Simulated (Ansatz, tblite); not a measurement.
# Ge(OMe)H3 (CH6GeO): rung by rung, part 1 of 2

How do method and basis change the picture of Ge(OMe)H3 (CH6GeO) (singlet)?

Program: Ansatz 0.2.0, Gaussian basis. Level of theory: as each input shows. These are calculated values, not measurements.

Levels to be run: GFN1-xTB, GFN2-xTB, PBE-D4/def2-TZVP, r2SCAN-D4/def2-TZVP, ωB97X-V/def2-TZVP, ωB97M-V/def2-TZVP, LC-ωPBE/def2-TZVP, CAM-B3LYP-D4/def2-TZVP, r2SCAN0-D4/def2-TZVP, HF/def2-TZVP, B97M-V/def2-TZVP, PBE-D4/def2-SVP, PBE0-D4/def2-SVP, HF/STO-3G, HF/6-31G, B3LYP-D4/6-31G, PBE0-D4/def2-TZVPD, PBE-D4/def2-TZVPD, r2SCAN-D4/def2-TZVPD, CCSD(T)/def2-TZVPP, MP2/def2-TZVP, RPA/def2-TZVP.

**1. The relaxed structure**

The singlet was relaxed beforehand with PBE-D4/def2-TZVP.

9 atoms, charge 0, spin multiplicity 1.

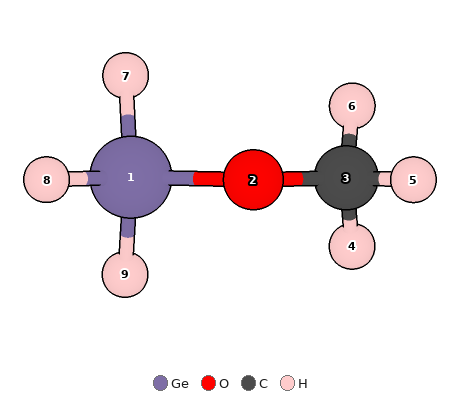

The structure; germanium purple, oxygen red, carbon dark grey, hydrogen pink; atoms are numbered from 1 in the order of the file.

PBE0-D4/def2-TZVP was run before; its log isn't repeated, and its numbers join the tables.

**2. GFN1-xTB**

Tight binding, by tblite at 300 K electronic temperature and without a spin-polarisation term:

```python
tblite.interface.Calculator('GFN1-xTB', numbers, positions, charge=0, uhf=0).singlepoint()
```

Energy -318.6107 eV, HOMO -12.48 eV, LUMO -6.34 eV; 0.005 s.

**3. GFN2-xTB**

Tight binding, by tblite at 300 K electronic temperature and without a spin-polarisation term:

```python
tblite.interface.Calculator('GFN2-xTB', numbers, positions, charge=0, uhf=0).singlepoint()
```

Energy -304.4428 eV, HOMO -11.40 eV, LUMO -3.78 eV; 0.003 s.

**4. PBE-D4/def2-TZVP**

start.molden holds the orbitals of an earlier run on this state, given as this run's starting guess.

Contents of in.yaml:

```yaml
crystal:
  periodic: [false, false, false]
  atoms:
    - {symbol: Ge, position_ang: [-0.381083, 0.612565, -1.167426]}
    - {symbol: O, position_ang: [-0.341736, 0.558251, 0.635031]}
    - {symbol: C, position_ang: [0.339314, -0.544516, 1.222116]}
    - {symbol: H, position_ang: [-0.117243, -1.514155, 0.946983]}
    - {symbol: H, position_ang: [0.274468, -0.433219, 2.314724]}
    - {symbol: H, position_ang: [1.409306, -0.574003, 0.941787]}
    - {symbol: H, position_ang: [1.075916, 0.662092, -1.703300]}
    - {symbol: H, position_ang: [-1.168052, 1.896694, -1.493566]}
    - {symbol: H, position_ang: [-1.090888, -0.663709, -1.696338]}
basis:
  gaussian: {orbitals: def2-TZVP, initial_orbitals: start.molden}
hamiltonian: {xc: pbe, dispersion: d4}
scf: {omitted_lower_state_checks: [starts]}
output: {forces: true, orbitals: {seedname: orbitals}}
```

The run is started by

```console
$ ansatz run in.yaml --threads 4 --pin off --events-out ev --progress --plain --max-ram 3916MiB
```

The log of the run (excerpt; [...] marks lines left out):

```text
Functional definition: PBE
  name "PBE"
  cite "Perdew, Burke & Ernzerhof, Phys. Rev. Lett. 77, 3865 (1996) doi:10.1103/PhysRevLett.77.3865"
  parent pbe
[...]
953 factors; their error is unknown
[...]
mean field -59688.73219088 eV, -2193.5204495391 hartree, gradient 6.2e-6 eV, S^2 0.000000; 0 other end points of the search recorded, 0 dependent functions left out
[...]
reference -59688.73223152 eV, -2193.5204510325 hartree; 26, 26 occupied and 120, 120 virtual orbitals, 953 factors
Total energy: -59688.86493811 eV, -2193.5253279098 hartree
Atom 0 at    -0.381083     0.612565    -1.167426 Å, force    -0.001016     0.001661    -0.001387 eV/Å
Atom 1 at    -0.341736     0.558251     0.635031 Å, force     0.001969    -0.002775     0.002834 eV/Å
Atom 2 at     0.339314    -0.544516     1.222116 Å, force    -0.001318     0.001976     0.001225 eV/Å
Atom 3 at    -0.117243    -1.514155     0.946983 Å, force     0.000143    -0.000402    -0.000269 eV/Å
Atom 4 at     0.274468    -0.433219     2.314724 Å, force    -0.000246     0.000367    -0.000500 eV/Å
Atom 5 at     1.409306    -0.574003     0.941787 Å, force     0.000267    -0.000588    -0.000271 eV/Å
Atom 6 at     1.075916     0.662092    -1.703300 Å, force    -0.001192     0.000180    -0.000410 eV/Å
Atom 7 at    -1.168052     1.896694    -1.493566 Å, force     0.000719    -0.001339    -0.001025 eV/Å
Atom 8 at    -1.090888    -0.663709    -1.696338 Å, force     0.000674     0.000920    -0.000196 eV/Å
Dipole moment:     0.095071    -0.155008    -0.133148 e Å
Checks for a lower state left out: starts
```

Run time: 1.3 s. Hardware: 4 threads of Arm Neoverse V1, shared host.

From the report: HOMO -6.19 eV, LUMO -0.64 eV.

**5. r2SCAN-D4/def2-TZVP**

in.yaml, as its differences from that of step 4:

```diff
@@ -14,4 +14,4 @@
   gaussian: {orbitals: def2-TZVP, initial_orbitals: start.molden}
-hamiltonian: {xc: pbe, dispersion: d4}
+hamiltonian: {xc: r2scan, dispersion: d4}
 scf: {omitted_lower_state_checks: [starts]}
-output: {forces: true, orbitals: {seedname: orbitals}}
+output: {orbitals: {seedname: orbitals}}
```

The command is unchanged.

The log of the run:

```text
Functional definition: r2SCAN
  name "r2SCAN"
  cite "Furness, Kaplan, Ning, Perdew & Sun, J. Phys. Chem. Lett. 11, 8208 (2020) doi:10.1021/acs.jpclett.0c02405"
  cite "Furness, Kaplan, Ning, Perdew & Sun, J. Phys. Chem. Lett. 11, 9248 (2020) doi:10.1021/acs.jpclett.0c03077"
  parent r2scan
  parameter k0 = 0.174
  parameter k1 = 0.065
  parameter a1 = 4.9479
  exchange = r2scan_x(k0 = k0, k1 = k1, a1 = a1)
  correlation = r2scan_c
these checks for a lower state are left out or cut short: starts
953 factors; their error is unknown
mean field evaluation 1: about -59699.2383 eV, gradient 6.5e0 eV
mean field evaluation 2: about -59699.2721 eV, gradient 4.7e-2 eV
mean field evaluation 4: about -59699.2522 eV, gradient 1.2e-4 eV
mean field -59699.25220845 eV, -2193.9070530540 hartree, gradient 2.4e-5 eV, S^2 0.000000; 0 other end points of the search recorded, 0 dependent functions left out
reference -59699.25221984 eV, -2193.9070534727 hartree; 26, 26 occupied and 120, 120 virtual orbitals, 953 factors
Total energy: -59699.28411140 eV, -2193.9082254660 hartree
Checks for a lower state left out: starts
```

Wall time 2.2 s (4 threads of Arm Neoverse V1, shared host).

Report: HOMO -6.52 eV, LUMO -0.28 eV.

**6. ωB97X-V/def2-TZVP**

in.yaml, as its differences from that of step 5:

```diff
@@ -14,3 +14,3 @@
   gaussian: {orbitals: def2-TZVP, initial_orbitals: start.molden}
-hamiltonian: {xc: r2scan, dispersion: d4}
+hamiltonian: {xc: {name: wB97X-V}}
 scf: {omitted_lower_state_checks: [starts]}
```

Same command.

The log of the run (excerpt; [...] marks lines left out):

```text
Functional definition: wB97X-V
  name "wB97X-V"
  cite "Mardirossian & Head-Gordon, Phys. Chem. Chem. Phys. 16, 9904 (2014) doi:10.1039/C3CP54374A"
  cite "Becke, J. Chem. Phys. 107, 8554 (1997) doi:10.1063/1.475007"
  cite "Vydrov & Van Voorhis, J. Chem. Phys. 133, 244103 (2010) doi:10.1063/1.3521275"
[...]
      + integral(e_c_pw_opposite_spin*poly(b97_u_opposite, cos0, cos1)) + vv10(b, c)
[...]
984 factors; their error is unknown
256 factors; integrals over basis functions are off by at most 8.9e-6 eV
[...]
mean field -59695.12086656 eV, -2193.7552290399 hartree, gradient 8.8e-6 eV, S^2 0.000000; 0 other end points of the search recorded, 0 dependent functions left out
reference -59695.12086464 eV, -2193.7552289694 hartree; 26, 26 occupied and 120, 120 virtual orbitals, 984 factors
Total energy: -59695.12086464 eV, -2193.7552289694 hartree
Checks for a lower state left out: starts
```

Wall time 4 s (4 threads of Arm Neoverse V1, shared host).

From the report: HOMO -10.21 eV, LUMO 2.28 eV.

**7. ωB97M-V/def2-TZVP**

in.yaml, as its differences from that of step 6:

```diff
@@ -14,3 +14,3 @@
   gaussian: {orbitals: def2-TZVP, initial_orbitals: start.molden}
-hamiltonian: {xc: {name: wB97X-V}}
+hamiltonian: {xc: {name: wB97M-V}}
 scf: {omitted_lower_state_checks: [starts]}
```

The command is unchanged.

The log of the run (excerpt; [...] marks lines left out):

```text
Functional definition: wB97M-V
  name "wB97M-V"
  cite "Mardirossian & Head-Gordon, J. Chem. Phys. 144, 214110 (2016) doi:10.1063/1.4952647"
  cite "Becke, J. Chem. Phys. 107, 8554 (1997) doi:10.1063/1.475007"
  cite "Vydrov & Van Voorhis, J. Chem. Phys. 133, 244103 (2010) doi:10.1063/1.3521275"
  # Of w^i u^j: cxij and so on, Table III.
[...]
  gx(w, u) = 1 - cx + cx01*u + cx10*w
  gss(w, u) = css00 + css04*u^4 + css10*w + css20*w^2 + css43*w^4*u^3
  gos(w, u) = cos00 + cos10*w + (cos20 + cos21*u)*w^2 + (cos60 + cos61*u)*w^6
[...]
      + integral(e_c_pw_mod_opposite_spin*gos(b97_w_opposite, b97_u_opposite)) + vv10(b, c)
[...]
981 factors; their error is unknown
256 factors; integrals over basis functions are off by at most 8.9e-6 eV
[...]
mean field -59696.46570051 eV, -2193.8046507761 hartree, gradient 1.1e-5 eV, S^2 0.000000; 0 other end points of the search recorded, 0 dependent functions left out
reference -59696.46574694 eV, -2193.8046524824 hartree; 26, 26 occupied and 120, 120 virtual orbitals, 981 factors
Total energy: -59696.46574694 eV, -2193.8046524824 hartree
Checks for a lower state left out: starts
```

It took 5.5 s on 4 threads of Arm Neoverse V1, shared host.

From the report: HOMO -10.14 eV, LUMO 2.01 eV.

**8. LC-ωPBE/def2-TZVP**

in.yaml, as its differences from that of step 7:

```diff
@@ -14,3 +14,3 @@
   gaussian: {orbitals: def2-TZVP, initial_orbitals: start.molden}
-hamiltonian: {xc: {name: wB97M-V}}
+hamiltonian: {xc: {name: LC-wPBE}}
 scf: {omitted_lower_state_checks: [starts]}
```

The command is unchanged.

The log of the run (excerpt; [...] marks lines left out):

```text
Functional definition: LC-wPBE
  name "LC-wPBE"
  cite "Vydrov & Scuseria, J. Chem. Phys. 125, 234109 (2006) doi:10.1063/1.2409292"
  cite "Heyd & Scuseria, J. Chem. Phys. 120, 7274 (2004) doi:10.1063/1.1668634"
  cite "Ernzerhof & Perdew, J. Chem. Phys. 109, 3313 (1998) doi:10.1063/1.476928"
  cite "Perdew, Burke & Ernzerhof, Phys. Rev. Lett. 77, 3865 (1996) doi:10.1103/PhysRevLett.77.3865"
  parent pbe
[...]
953 factors; their error is unknown
314 factors; integrals over basis functions are off by at most 1.3e-5 eV
[...]
mean field -59692.12792733 eV, -2193.6452405519 hartree, gradient 2.3e-5 eV, S^2 0.000000; 0 other end points of the search recorded, 0 dependent functions left out
reference -59692.12792734 eV, -2193.6452405522 hartree; 26, 26 occupied and 120, 120 virtual orbitals, 953 factors
Total energy: -59692.12792734 eV, -2193.6452405522 hartree
Checks for a lower state left out: starts
```

Run time: 1.4 s. Hardware: 4 threads of Arm Neoverse V1, shared host.

HOMO -10.51 eV, LUMO 2.46 eV.

**9. CAM-B3LYP-D4/def2-TZVP**

in.yaml, as its differences from that of step 8:

```diff
@@ -14,3 +14,3 @@
   gaussian: {orbitals: def2-TZVP, initial_orbitals: start.molden}
-hamiltonian: {xc: {name: LC-wPBE}}
+hamiltonian: {xc: {name: CAM-B3LYP}, dispersion: d4}
 scf: {omitted_lower_state_checks: [starts]}
```

Launched as before.

The log of the run (excerpt; [...] marks lines left out):

```text
Functional definition: CAM-B3LYP
  name "CAM-B3LYP"
  cite "Yanai, Tew & Handy, Chem. Phys. Lett. 393, 51 (2004) doi:10.1016/j.cplett.2004.06.011"
  cite "Iikura, Tsuneda, Yanai & Hirao, J. Chem. Phys. 115, 3540 (2001) doi:10.1063/1.1383587"
  cite "Becke, Phys. Rev. A 38, 3098 (1988) doi:10.1103/PhysRevA.38.3098"
  cite "Lee, Yang & Parr, Phys. Rev. B 37, 785 (1988) doi:10.1103/PhysRevB.37.785"
  cite "Vosko, Wilk & Nusair, Can. J. Phys. 58, 1200 (1980) doi:10.1139/p80-159"
[...]
  # Exact exchange under (alpha + beta erf(omega r))/r, Becke's under what is left of 1/r.
[...]
984 factors; their error is unknown
276 factors; integrals over basis functions are off by at most 1.3e-5 eV
[...]
mean field -59703.27934576 eV, -2194.0550476204 hartree, gradient 2.3e-5 eV, S^2 0.000000; 0 other end points of the search recorded, 0 dependent functions left out
reference -59703.27947382 eV, -2194.0550523267 hartree; 26, 26 occupied and 120, 120 virtual orbitals, 984 factors
Total energy: -59703.39095914 eV, -2194.0591493364 hartree
Checks for a lower state left out: starts
```

Wall time 1.6 s (4 threads of Arm Neoverse V1, shared host).

From the report: HOMO -9.19 eV, LUMO 1.21 eV.

**10. r2SCAN0-D4/def2-TZVP**

in.yaml, as its differences from that of step 9:

```diff
@@ -14,3 +14,3 @@
   gaussian: {orbitals: def2-TZVP, initial_orbitals: start.molden}
-hamiltonian: {xc: {name: CAM-B3LYP}, dispersion: d4}
+hamiltonian: {xc: {name: r2SCAN0}, dispersion: d4}
 scf: {omitted_lower_state_checks: [starts]}
```

The command is unchanged.

The log of the run (excerpt; [...] marks lines left out):

```text
Functional definition: r2SCAN0
  name "r2SCAN0"
  cite "Bursch, Neugebauer, Ehlert & Grimme, J. Chem. Phys. 156, 134105 (2022) doi:10.1063/5.0086040"
  cite "Furness, Kaplan, Ning, Perdew & Sun, J. Phys. Chem. Lett. 11, 8208 (2020) doi:10.1021/acs.jpclett.0c02405"
  cite "Furness, Kaplan, Ning, Perdew & Sun, J. Phys. Chem. Lett. 11, 9248 (2020) doi:10.1021/acs.jpclett.0c03077"
  parent r2scan
[...]
996 factors; their error is unknown
[...]
mean field -59698.31441609 eV, -2193.8725898204 hartree, gradient 2.2e-5 eV, S^2 0.000000; 0 other end points of the search recorded, 0 dependent functions left out
reference -59698.31442516 eV, -2193.8725901539 hartree; 26, 26 occupied and 120, 120 virtual orbitals, 996 factors
Total energy: -59698.35161794 eV, -2193.8739569632 hartree
Checks for a lower state left out: starts
```

Run time: 2.5 s. Hardware: 4 threads of Arm Neoverse V1, shared host.

Report: HOMO -7.99 eV, LUMO 0.45 eV.

**11. HF/def2-TZVP**

in.yaml, as its differences from that of step 10:

```diff
@@ -14,3 +14,3 @@
   gaussian: {orbitals: def2-TZVP, initial_orbitals: start.molden}
-hamiltonian: {xc: {name: r2SCAN0}, dispersion: d4}
+hamiltonian: {xc: hf}
 scf: {omitted_lower_state_checks: [starts]}
```

Same command.

The log of the run:

```text
Functional definition: HF
  name "HF"
  cite "Fock, Z. Phys. 61, 126 (1930) doi:10.1007/BF01340294"
  parent pbe
  exchange = exact_x
  correlation = 0
these checks for a lower state are left out or cut short: starts
1144 factors; their error is unknown
mean field evaluation 1: about -59635.4589 eV, gradient 2.9e1 eV
mean field evaluation 2: about -59636.2283 eV, gradient 8.8e-1 eV
mean field evaluation 4: about -59637.3890 eV, gradient 5.5e-1 eV
mean field -59637.38929580 eV, -2191.6336329462 hartree, gradient 2.5e-5 eV, S^2 0.000000; 0 other end points of the search recorded, 0 dependent functions left out
reference -59637.38929580 eV, -2191.6336329462 hartree; 26, 26 occupied and 120, 120 virtual orbitals, 1144 factors
Total energy: -59637.38929580 eV, -2191.6336329462 hartree
Checks for a lower state left out: starts
```

Wall time 0.65 s (4 threads of Arm Neoverse V1, shared host).

HOMO -11.69 eV, LUMO 3.32 eV.

**12. B97M-V/def2-TZVP**

in.yaml, as its differences from that of step 11:

```diff
@@ -14,3 +14,3 @@
   gaussian: {orbitals: def2-TZVP, initial_orbitals: start.molden}
-hamiltonian: {xc: hf}
+hamiltonian: {xc: {name: B97M-V}}
 scf: {omitted_lower_state_checks: [starts]}
```

Same command.

The log of the run (excerpt; [...] marks lines left out):

```text
Functional definition: B97M-V
  name "B97M-V"
  cite "Mardirossian & Head-Gordon, J. Chem. Phys. 142, 074111 (2015) doi:10.1063/1.4907719"
  cite "Becke, J. Chem. Phys. 107, 8554 (1997) doi:10.1063/1.475007"
  cite "Vydrov & Van Voorhis, J. Chem. Phys. 133, 244103 (2010) doi:10.1063/1.3521275"
  # Of w^i u^j: cxij and so on, Table III.
[...]
  gx(w, u) = cx00 + cx01*u + cx02*u^2 + (cx10 + cx11*u)*w
  gss(w, u) = css00 + css02*u^2 + css10*w + (css32*w^3 + css42*w^4)*u^2
  gos(w, u) = cos00 + cos01*u + cos03*u^3 + cos10*w + cos32*w^3*u^2
[...]
      + integral(e_c_pw_mod_opposite_spin*gos(b97_w_opposite, b97_u_opposite)) + vv10(b, c)
[...]
953 factors; their error is unknown
[...]
mean field -59690.14042485 eV, -2193.5722011831 hartree, gradient 8.3e-6 eV, S^2 0.000000; 0 other end points of the search recorded, 0 dependent functions left out
reference -59690.14048218 eV, -2193.5722032896 hartree; 26, 26 occupied and 120, 120 virtual orbitals, 953 factors
Total energy: -59690.14048218 eV, -2193.5722032896 hartree
Checks for a lower state left out: starts
```

It took 5 s on 4 threads of Arm Neoverse V1, shared host.

Report: HOMO -6.70 eV, LUMO -0.46 eV.

**13. PBE-D4/def2-SVP**

in.yaml, as its differences from that of step 12:

```diff
@@ -13,4 +13,4 @@
 basis:
-  gaussian: {orbitals: def2-TZVP, initial_orbitals: start.molden}
-hamiltonian: {xc: {name: B97M-V}}
+  gaussian: {orbitals: def2-SVP, initial_orbitals: start.molden}
+hamiltonian: {xc: pbe, dispersion: d4}
 scf: {omitted_lower_state_checks: [starts]}
```

Launched as before.

The log of the run:

```text
Functional definition: PBE
  name "PBE"
  cite "Perdew, Burke & Ernzerhof, Phys. Rev. Lett. 77, 3865 (1996) doi:10.1103/PhysRevLett.77.3865"
  parent pbe
  parameter kappa = 0.804
  parameter beta = 0.06672455060314922
  exchange = pbe_x(kappa = kappa, mu = beta*pi^2/3)
  correlation = pbe_c(beta = beta)
these checks for a lower state are left out or cut short: starts
1000 factors; their error is unknown
mean field evaluation 1: about -59677.6668 eV, gradient 8.8e0 eV
mean field evaluation 2: about -59677.8434 eV, gradient 1.5e-1 eV
mean field evaluation 4: about -59677.7957 eV, gradient 1.3e-4 eV
mean field -59677.79572847 eV, -2193.1185419584 hartree, gradient 1.6e-5 eV, S^2 0.000000; 0 other end points of the search recorded, 0 dependent functions left out
reference -59677.79576308 eV, -2193.1185432303 hartree; 26, 26 occupied and 64, 64 virtual orbitals, 1000 factors
Total energy: -59677.92846967 eV, -2193.1234201076 hartree
Checks for a lower state left out: starts
```

Run time: 0.65 s. Hardware: 4 threads of Arm Neoverse V1, shared host.

HOMO -6.00 eV, LUMO -0.39 eV.

**14. PBE0-D4/def2-SVP**

in.yaml, as its differences from that of step 13:

```diff
@@ -14,3 +14,3 @@
   gaussian: {orbitals: def2-SVP, initial_orbitals: start.molden}
-hamiltonian: {xc: pbe, dispersion: d4}
+hamiltonian: {xc: pbe0, dispersion: d4}
 scf: {omitted_lower_state_checks: [starts]}
```

The command is unchanged.

The log of the run:

```text
Functional definition: PBE0
  name "PBE0"
  cite "Adamo & Barone, J. Chem. Phys. 110, 6158 (1999) doi:10.1063/1.478522"
  cite "Perdew, Burke & Ernzerhof, Phys. Rev. Lett. 77, 3865 (1996) doi:10.1103/PhysRevLett.77.3865"
  parent pbe
  parameter a = 0.25
  parameter kappa = 0.804
  parameter beta = 0.06672455060314922
  exchange = (1 - a)*pbe_x(kappa = kappa, mu = beta*pi^2/3) + a*exact_x
  correlation = pbe_c(beta = beta)
these checks for a lower state are left out or cut short: starts
898 factors; integrals over basis functions are off by at most 1.6e-3 eV
mean field evaluation 1: about -59679.3976 eV, gradient 6.4e0 eV
mean field evaluation 2: about -59679.4869 eV, gradient 7.0e-2 eV
mean field evaluation 4: about -59679.6208 eV, gradient 1.1e-3 eV
mean field -59679.62085238 eV, -2193.1856140250 hartree, gradient 2.6e-5 eV, S^2 0.000000; 0 other end points of the search recorded, 0 dependent functions left out
reference -59679.62087886 eV, -2193.1856149982 hartree; 26, 26 occupied and 64, 64 virtual orbitals, 898 factors
Total energy: -59679.73178815 eV, -2193.1896908395 hartree
Checks for a lower state left out: starts
```

Wall time 0.9 s (4 threads of Arm Neoverse V1, shared host).

Report: HOMO -7.62 eV, LUMO 0.50 eV.

**15. HF/STO-3G**

in.yaml, as its differences from that of step 14:

```diff
@@ -13,4 +13,4 @@
 basis:
-  gaussian: {orbitals: def2-SVP, initial_orbitals: start.molden}
-hamiltonian: {xc: pbe0, dispersion: d4}
+  gaussian: {orbitals: STO-3G}
+hamiltonian: {xc: hf}
 scf: {omitted_lower_state_checks: [starts]}
```

The command is unchanged.

The log of the run:

```text
Functional definition: HF
  name "HF"
  cite "Fock, Z. Phys. 61, 126 (1930) doi:10.1007/BF01340294"
  parent pbe
  exchange = exact_x
  correlation = 0
these checks for a lower state are left out or cut short: starts
412 factors; integrals over basis functions are off by at most 3.8e-5 eV
mean field evaluation 1: about -58951.5966 eV, gradient 2.1e1 eV
mean field evaluation 2: about -58951.7042 eV, gradient 2.1e1 eV
mean field evaluation 4: about -58953.4185 eV, gradient 1.5e0 eV
mean field evaluation 8: about -58953.4296 eV, gradient 2.2e-5 eV
mean field -58953.42963712 eV, -2166.4985790942 hartree, gradient 6.8e-5 eV, S^2 0.000000; 0 other end points of the search recorded, 0 dependent functions left out
reference -58953.42963712 eV, -2166.4985790942 hartree; 26, 26 occupied and 8, 8 virtual orbitals, 412 factors
Total energy: -58953.42963712 eV, -2166.4985790942 hartree
Checks for a lower state left out: starts
```

It took 0.1 s on 4 threads of Arm Neoverse V1, shared host.

Report: HOMO -8.61 eV, LUMO 11.59 eV.

**16. HF/6-31G**

in.yaml, as its differences from that of step 15:

```diff
@@ -13,3 +13,3 @@
 basis:
-  gaussian: {orbitals: STO-3G}
+  gaussian: {orbitals: 6-31G}
 hamiltonian: {xc: hf}
```

The command is unchanged.

The log of the run:

```text
Functional definition: HF
  name "HF"
  cite "Fock, Z. Phys. 61, 126 (1930) doi:10.1007/BF01340294"
  parent pbe
  exchange = exact_x
  correlation = 0
these checks for a lower state are left out or cut short: starts
645 factors; integrals over basis functions are off by at most 4.1e-4 eV
mean field evaluation 1: about -59622.9590 eV, gradient 3.0e1 eV
mean field evaluation 2: about -59622.9643 eV, gradient 3.0e1 eV
mean field evaluation 4: about -59624.9533 eV, gradient 2.2e0 eV
mean field evaluation 8: about -59624.9715 eV, gradient 2.6e-4 eV
mean field -59624.97150324 eV, -2191.1772874870 hartree, gradient 2.8e-5 eV, S^2 0.000000; 0 other end points of the search recorded, 0 dependent functions left out
reference -59624.97150324 eV, -2191.1772874870 hartree; 26, 26 occupied and 33, 33 virtual orbitals, 645 factors
Total energy: -59624.97150324 eV, -2191.1772874870 hartree
Checks for a lower state left out: starts
```

Run time: 0.3 s. Hardware: 4 threads of Arm Neoverse V1, shared host.

Report: HOMO -11.54 eV, LUMO 3.17 eV.

(Continued in part 2 of 2.)
